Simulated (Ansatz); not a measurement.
# FCI/STO-3G run of BH2F (SMILES BF)

Aim: the electronic atomisation energy of BH2F at FCI/STO-3G, from 4 runs. 

Program for the calculation: Ansatz 0.2.0.

39 further runs of the same task are left out: 39 set aside as unsound or not needed.

### Step 1. Starting point

BH2F: 4 atoms, total charge 0, spin state singlet. As SMILES, `BF`. The shape is that of a PBE0-D4/def2-TZVP optimisation.

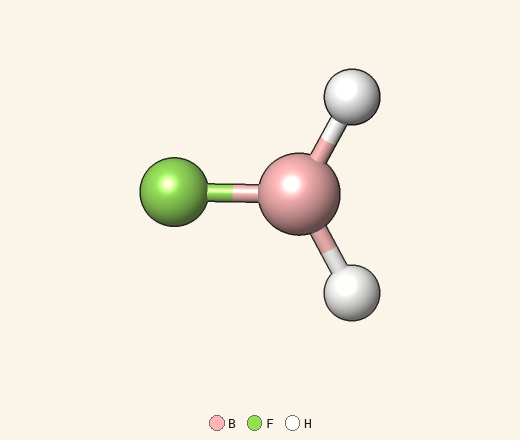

The structure, seen from a chosen angle (boron pink, fluorine green, hydrogen white).

### Step 2. A single-point energy at FCI/STO-3G

in.yaml

```yaml
crystal:
  periodic: [false, false, false]
  atoms:
    - {symbol: B, position_ang: [-0.027300, -0.004000, -0.030800]}
    - {symbol: F, position_ang: [1.061200, -0.296700, 0.649900]}
    - {symbol: H, position_ang: [-1.012500, -0.649100, 0.186200]}
    - {symbol: H, position_ang: [0.034200, 0.889600, -0.825600]}
basis:
  gaussian: {orbitals: STO-3G}
accuracy: high
correlation: {method: fci, frozen_orbitals: {B: 1, F: 1, H: 0}}
```

Run with:

```bash
$ ansatz run in.yaml --threads 1 --pin off --max-ram 2610MiB --events-out events.jsonl --progress --plain --runs-dir runs
```

What it wrote:

```text
Warning: RAYON_NUM_THREADS=1 ignored (pool sized by the plan → 1); use --threads N
Functional definition: HF
  name "HF"
  exchange = exact_x
  correlation = 0
186 factors; integrals over basis functions are off by at most 8.6e-9 eV
mean field evaluation 1: about -3361.9132 eV, gradient 1.9e1 eV
mean field evaluation 2: about -3361.9421 eV, gradient 1.9e1 eV
mean field evaluation 4: about -3363.3643 eV, gradient 1.1e0 eV
mean field evaluation 8: about -3363.3684 eV, gradient 3.2e-6 eV
mean field -3363.36842971 eV, -123.6015100189 hartree, gradient 8.5e-8 eV, S^2 0.000000; 0 other end points of the search recorded, 0 dependent functions left out
2 core orbitals not correlated: weight in the atoms' cores, before any rotation towards them, 1.000 or more for the frozen orbitals, at most 0.000 for the correlated occupied ones
reference -3363.36842971 eV, -123.6015100189 hartree; 6, 6 occupied and 4, 4 virtual orbitals, 186 factors
state -3365.65609855 eV, -123.6855802979 hartree
Total energy: -3365.65609855 eV, -123.6855802979 hartree
```

It took 0.3 s on 1 thread of Arm Neoverse V1, shared host.

### Step 3. The B atom

in.yaml

```yaml
basis:
  gaussian:
    orbitals: STO-3G
crystal:
  periodic: [false, false, false]
  atoms:
    - symbol: B
      position_ang: [0.000000, 0.000000, 0.000000]
magnetization:
  spin_polarized: true
  initial_magnetization: 1
correlation:
  method: fci
  frozen_orbitals: {B: 1}
accuracy: high
```

Run the same way, it converges to -24.18898 Eh (log not shown).

### Step 4. The F atom, same level

run.yaml

```yaml
crystal:
  periodic: [false, false, false]
  atoms:
    - {symbol: F, position_ang: [0.000000, 0.000000, 0.000000]}
basis:
  gaussian: {orbitals: STO-3G}
magnetization: {spin_polarized: true, initial_magnetization: 1}
correlation: {method: fci, frozen_orbitals: {F: 1}}
accuracy: high
```

Run the same way, it converges to -97.98651 Eh (log not shown).

### Step 5. The H atom: a single-point energy at UHF/STO-3G

job.yaml

```yaml
crystal:
  periodic: [false, false, false]
  atoms:
    - {symbol: H, position_ang: [0.000000, 0.000000, 0.000000]}
basis:
  gaussian: {orbitals: STO-3G}
magnetization: {spin_polarized: true, initial_magnetization: 1}
hamiltonian: {xc: hf}
accuracy: high
```

Run with:

```bash
$ ansatz run job.yaml --threads 1 --pin off --max-ram 2610MiB --events-out events.jsonl --progress --plain --runs-dir runs
```

What it wrote:

```text
Warning: RAYON_NUM_THREADS=1 ignored (pool sized by the plan → 1); use --threads N
[... 4 set-up lines as earlier in the session ...]
1 factors; integrals over basis functions are off by at most 4.6e-10 eV
mean field evaluation 1: about -12.6963 eV, gradient 0.0e0 eV
mean field evaluation 2: about -12.6963 eV, gradient 0.0e0 eV
mean field -12.69633895 eV, -0.4665818504 hartree, gradient 0.0e0 eV, S^2 0.750000; 0 other end points of the search recorded, 0 dependent functions left out
reference -12.69633895 eV, -0.4665818504 hartree; 1, 0 occupied and 0, 1 virtual orbitals, 1 factors
Total energy: -12.69633895 eV, -0.4665818504 hartree
```

Wall time 0.02 s (1 thread of Arm Neoverse V1, shared host).

### Step 6. Results

Level: FCI/STO-3G, 2 core orbitals frozen.

| quantity | value |
| --- | --- |
| molecule: total energy | -123.68558 Eh |
| molecule: correlation energy (2 core orbitals frozen) | -84.1 mEh |
| B atom: total energy | -24.18898 Eh |
| B atom: correlation energy (1 core orbital frozen) | -40.0 mEh |
| F atom: total energy | -97.98651 Eh |
| F atom: correlation energy (1 core orbital frozen) | 0.0 mEh |
| H atom: total energy | -0.46658 Eh |
| H atom: ⟨S²⟩ | 0.750 |
| electronic atomisation energy | 15.699 eV |

What this shows: Taking the molecule apart into free atoms costs 15.70 eV (362 kcal/mol), before zero-point energy and without spin-orbit coupling. In a minimal basis such a difference can be off by several eV, whatever the method.
